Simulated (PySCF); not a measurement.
Geometry relaxation of AlGeSi₂H₇O₄

The run: geometry relaxation of AlGeSi₂H₇O₄. Method and program: PBE0-D3(BJ)/def2-SVP geometry optimisation, gas phase (PySCF 2.14.0).

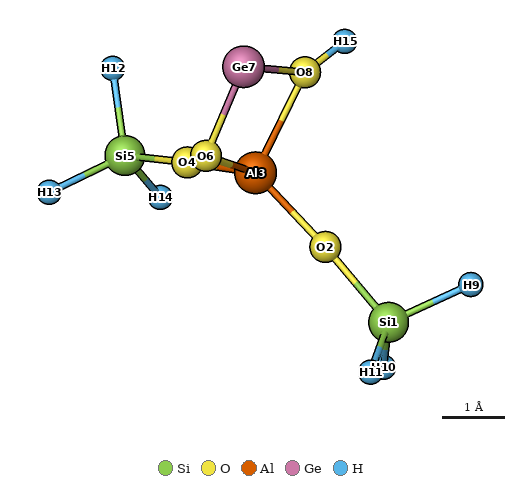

*The starting structure (ball-and-stick view, seen at a tilt; atoms are numbered from 1 in the order of the input). Sticks mark near contacts.*

The input
```
{"job": {"xc": "PBE0", "basis": "def2-SVP", "d3": "d3bj", "grid": 2, "kind": "geom", "shake": 0.01}, "charge": 0, "multiplicity": 1}
Si    -1.648841    -2.571770     0.009416
O     -0.751164    -1.263391    -0.285550
Al     0.257888     0.036625    -0.563984
O      0.886451     1.012593     0.678747
Si     1.447074     1.891367     1.875773
O      1.541203    -0.319792    -1.802313
Ge     1.054476     0.580551    -3.099209
O     -0.479630     1.142870    -1.863159
H     -2.909063    -2.367721    -0.749689
H     -1.958223    -2.583092     1.451733
H     -0.960215    -3.750521    -0.421444
H      1.476734     3.297407     1.438783
H      2.774762     1.438202     2.182482
H      0.537285     1.747214     3.043120
H     -1.279662     1.684086    -1.880036
```

The first line tells a small driver script what to run in PySCF; the rest is the geometry in Å.

Command:
```bash
OMP_NUM_THREADS=1 python <driver script> task.json out
```

Log
```
step   0  E = -3202.14465663  max force = 0.040725
step   1  E = -3202.15875251  max force = 0.011386
step   2  E = -3202.15935117  max force = 0.004325
step   3  E = -3202.15950243  max force = 0.002836
step   4  E = -3202.15955746  max force = 0.002062
step   5  E = -3202.15960534  max force = 0.000915
step   6  E = -3202.15961725  max force = 0.000433
optimisation converged
```

Trajectory as extended XYZ (Å, eV, eV/Å), 7 frames, from step=0 to step=6
```
15
Properties=species:S:1:pos:R:3:forces:R:3 step=0 energy=-87134.79434
Si   -1.6488   -2.5718    0.0094   -0.7768   1.0385   0.2318
O    -0.7512   -1.2634   -0.2856    0.2098   0.1278   0.0783
Al    0.2579    0.0366   -0.5640    0.5355   0.6384   0.0576
O     0.8864    1.0126    0.6787   -0.8670  -1.1840  -1.3828
Si    1.4471    1.8914    1.8758   -0.5109   0.6345   0.6740
O     1.5412   -0.3198   -1.8023    0.4388  -1.1496   1.7796
Ge    1.0545    0.5806   -3.0992   -0.9486   1.5962  -2.0942
O    -0.4796    1.1429   -1.8632    0.3671  -0.2430  -0.1536
H    -2.9091   -2.3677   -0.7497   -0.3337  -0.3259  -0.0909
H    -1.9582   -2.5831    1.4517   -0.1524  -0.3386   0.3893
H    -0.9602   -3.7505   -0.4214    0.4724  -1.2012  -0.2919
H     1.4767    3.2974    1.4388    0.1000   0.5884   0.0807
H     2.7748    1.4382    2.1825    1.1710  -0.1961   0.5284
H     0.5373    1.7472    3.0431    0.0359   0.1313   0.3358
H    -1.2797    1.6841   -1.8800    0.2589  -0.1166  -0.1422
15
Properties=species:S:1:pos:R:3:forces:R:3 step=1 energy=-87135.17791
Si   -1.6742   -2.5657    0.0429   -0.1776   0.2925   0.0467
O    -0.7524   -1.2557   -0.2851   -0.0593   0.0818   0.0100
Al    0.2819    0.0576   -0.6174    0.2711  -0.2015   0.0271
O     0.8676    1.0049    0.6705   -0.1664  -0.0051  -0.0221
Si    1.4459    1.8842    1.9159   -0.1581   0.1247   0.0447
O     1.5337   -0.2833   -1.8689   -0.0663   0.2564  -0.5855
Ge    1.0101    0.6677   -3.2316    0.0955  -0.2992   0.5622
O    -0.4236    1.1516   -1.9762   -0.1188   0.0381   0.0185
H    -2.9823   -2.4710   -0.6871    0.0290  -0.0266  -0.0094
H    -1.9938   -2.6545    1.5023    0.0426  -0.0228   0.0094
H    -1.0018   -3.8196   -0.3772    0.1128  -0.1969  -0.0507
H     1.4986    3.3373    1.5505    0.0029   0.0094  -0.0054
H     2.8199    1.4622    2.2909    0.1802  -0.0727   0.0454
H     0.5715    1.7595    3.1261    0.0086  -0.0142  -0.0154
H    -1.2122    1.6994   -2.0408    0.0038   0.0363  -0.0754
15
Properties=species:S:1:pos:R:3:forces:R:3 step=2 energy=-87135.19420
Si   -1.6724   -2.5503    0.0524   -0.0364   0.0585   0.0180
O    -0.7450   -1.2493   -0.2908   -0.0631   0.0459  -0.0252
Al    0.2975    0.0530   -0.6320    0.2224  -0.1156   0.0319
O     0.8670    1.0002    0.6638   -0.0994   0.0204  -0.0255
Si    1.4338    1.8746    1.9201   -0.0056   0.0339   0.0306
O     1.5429   -0.2808   -1.8995   -0.0654   0.0838  -0.1439
Ge    1.0073    0.6715   -3.2389    0.0018  -0.0591   0.1438
O    -0.4245    1.1528   -1.9825   -0.0521  -0.0060   0.0321
H    -2.9855   -2.4607   -0.6664    0.0158  -0.0088  -0.0105
H    -1.9694   -2.6329    1.5170    0.0227  -0.0143   0.0000
H    -1.0013   -3.8185   -0.3684    0.0104  -0.0240   0.0010
H     1.4799    3.3317    1.5675    0.0049  -0.0081  -0.0023
H     2.8172    1.4509    2.2991    0.0122  -0.0090   0.0031
H     0.5540    1.7307    3.1231    0.0053  -0.0087  -0.0036
H    -1.2126    1.7018   -2.0500    0.0264   0.0111  -0.0494
15
Properties=species:S:1:pos:R:3:forces:R:3 step=3 energy=-87135.19832
Si   -1.6705   -2.5403    0.0580    0.0189  -0.0228   0.0078
O    -0.7395   -1.2457   -0.2968   -0.0516   0.0188  -0.0374
Al    0.3122    0.0474   -0.6406    0.1458  -0.0614   0.0332
O     0.8666    0.9973    0.6592   -0.0470   0.0339  -0.0131
Si    1.4255    1.8676    1.9234    0.0262  -0.0127   0.0072
O     1.5478   -0.2770   -1.9209   -0.0136  -0.0360   0.0863
Ge    1.0023    0.6785   -3.2452   -0.0543   0.0679  -0.0702
O    -0.4235    1.1513   -1.9833   -0.0137  -0.0144   0.0116
H    -2.9868   -2.4510   -0.6532    0.0009   0.0013  -0.0050
H    -1.9497   -2.6207    1.5260    0.0043  -0.0043   0.0005
H    -1.0062   -3.8154   -0.3634   -0.0123   0.0175   0.0090
H     1.4657    3.3266    1.5798    0.0030  -0.0028  -0.0016
H     2.8118    1.4463    2.3027   -0.0202   0.0066  -0.0037
H     0.5436    1.7085    3.1222    0.0010  -0.0032   0.0022
H    -1.2104    1.7012   -2.0534    0.0126   0.0115  -0.0267
15
Properties=species:S:1:pos:R:3:forces:R:3 step=4 energy=-87135.19982
Si   -1.6694   -2.5371    0.0590    0.0265  -0.0323   0.0051
O    -0.7382   -1.2444   -0.3019   -0.0363   0.0078  -0.0354
Al    0.3204    0.0439   -0.6432    0.0852  -0.0372   0.0287
O     0.8656    0.9972    0.6576   -0.0225   0.0317  -0.0035
Si    1.4223    1.8641    1.9255    0.0215  -0.0213  -0.0029
O     1.5495   -0.2743   -1.9291    0.0077  -0.0506   0.1060
Ge    0.9977    0.6853   -3.2481   -0.0546   0.0717  -0.0839
O    -0.4229    1.1507   -1.9821   -0.0038  -0.0063  -0.0088
H    -2.9876   -2.4474   -0.6482   -0.0030   0.0034   0.0008
H    -1.9398   -2.6168    1.5287   -0.0030   0.0005   0.0000
H    -1.0094   -3.8143   -0.3628   -0.0097   0.0180   0.0059
H     1.4601    3.3241    1.5865    0.0017  -0.0006  -0.0002
H     2.8091    1.4442    2.3039   -0.0161   0.0060  -0.0027
H     0.5403    1.6978    3.1231    0.0002  -0.0004   0.0024
H    -1.2086    1.7018   -2.0544    0.0062   0.0096  -0.0114
15
Properties=species:S:1:pos:R:3:forces:R:3 step=5 energy=-87135.20112
Si   -1.6676   -2.5353    0.0583    0.0198  -0.0220   0.0057
O    -0.7402   -1.2423   -0.3111   -0.0117   0.0020  -0.0272
Al    0.3281    0.0406   -0.6450    0.0034  -0.0100   0.0193
O     0.8616    0.9990    0.6566   -0.0024   0.0182   0.0041
Si    1.4196    1.8588    1.9288    0.0084  -0.0166  -0.0069
O     1.5505   -0.2698   -1.9349    0.0172  -0.0228   0.0470
Ge    0.9913    0.6963   -3.2503   -0.0227   0.0244  -0.0307
O    -0.4227    1.1524   -1.9810    0.0007   0.0055  -0.0263
H    -2.9889   -2.4482   -0.6434   -0.0043   0.0033   0.0056
H    -1.9288   -2.6131    1.5297   -0.0067   0.0036  -0.0005
H    -1.0099   -3.8129   -0.3633   -0.0003   0.0067  -0.0003
H     1.4581    3.3201    1.5965    0.0004   0.0009   0.0012
H     2.8058    1.4370    2.3046   -0.0021   0.0006   0.0000
H     0.5383    1.6861    3.1261   -0.0002   0.0011   0.0013
H    -1.2061    1.7061   -2.0571    0.0004   0.0052   0.0078
15
Properties=species:S:1:pos:R:3:forces:R:3 step=6 energy=-87135.20144
Si   -1.6663   -2.5360    0.0571    0.0102  -0.0094   0.0077
O    -0.7445   -1.2402   -0.3172   -0.0044   0.0037  -0.0223
Al    0.3272    0.0416   -0.6457   -0.0185  -0.0002   0.0140
O     0.8569    1.0011    0.6566   -0.0041   0.0090   0.0025
Si    1.4192    1.8549    1.9308    0.0039  -0.0082  -0.0030
O     1.5497   -0.2666   -1.9341    0.0098   0.0024   0.0002
Ge    0.9899    0.7020   -3.2501    0.0013  -0.0066   0.0040
O    -0.4231    1.1563   -1.9825    0.0007   0.0039  -0.0195
H    -2.9896   -2.4543   -0.6416   -0.0019   0.0017   0.0043
H    -1.9253   -2.6109    1.5291   -0.0035   0.0020  -0.0004
H    -1.0051   -3.8117   -0.3631    0.0033  -0.0003  -0.0018
H     1.4624    3.3170    1.6027    0.0006   0.0003   0.0010
H     2.8040    1.4276    2.3044    0.0033  -0.0020   0.0010
H     0.5383    1.6821    3.1285    0.0003   0.0003   0.0004
H    -1.2048    1.7121   -2.0603   -0.0010   0.0035   0.0119
```

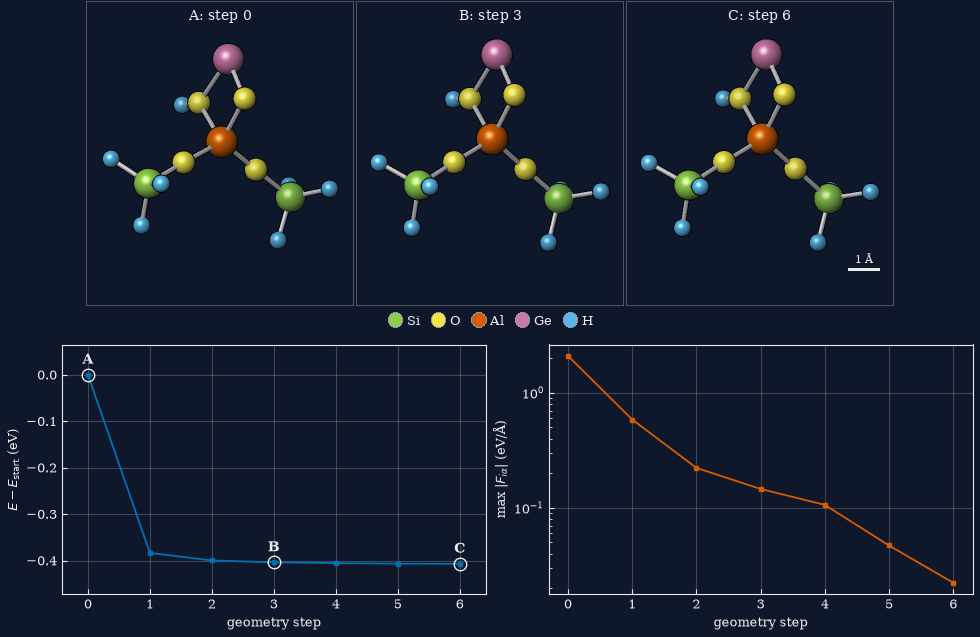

*Frames of the relaxation (ball-and-stick view, seen at a tilt) above the curves, on which the letters mark them (steps are counted from 0).*

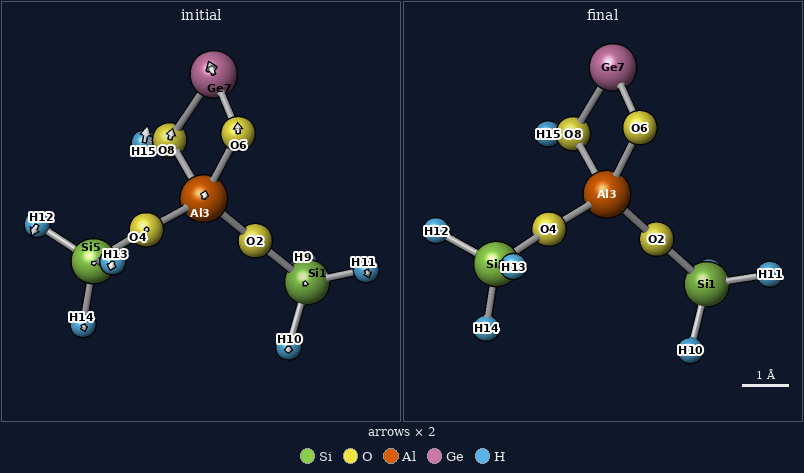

*Before (left) and after (right) the relaxation, at one scale (ball-and-stick view, seen at a tilt). The white arrows give the displacements, magnified 2 times.*

The largest move after the best rigid fit is that of H15, 0.21 Å. Largest moves by element: H 0.21 Å, Ge 0.19 Å, O 0.14 Å, Al 0.11 Å, Si 0.07 Å. Among the contacts that change: Ge7–O8 2.049 → 1.952 Å, O6–Ge7 1.652 → 1.727 Å, Si1–H11 1.432 → 1.497 Å, Si5–H13 1.436 → 1.497 Å. Among the angles that change: Ge7–O8–H15 139.8° → 132.1°, O4–Al3–O6 110.4° → 115.6°, O2–Al3–O4 123.3° → 118.2°. After 6 geometry steps the energy has fallen by 0.407 eV. Largest force component: 2.1 eV/Å at the start, 0.022 eV/Å at the end. (Atoms are counted from 1 in the order of the input.)

Key numbers

| quantity | value |
| --- | --- |
| outcome | converged |
| total energy | −3202.159617 hartree |
| dipole moment | 5.21 D |
| point group | C1 |
| hardware | 1 CPU thread, shared host |
| wall time | 3.4 min |
| peak memory | 1.1 GiB |
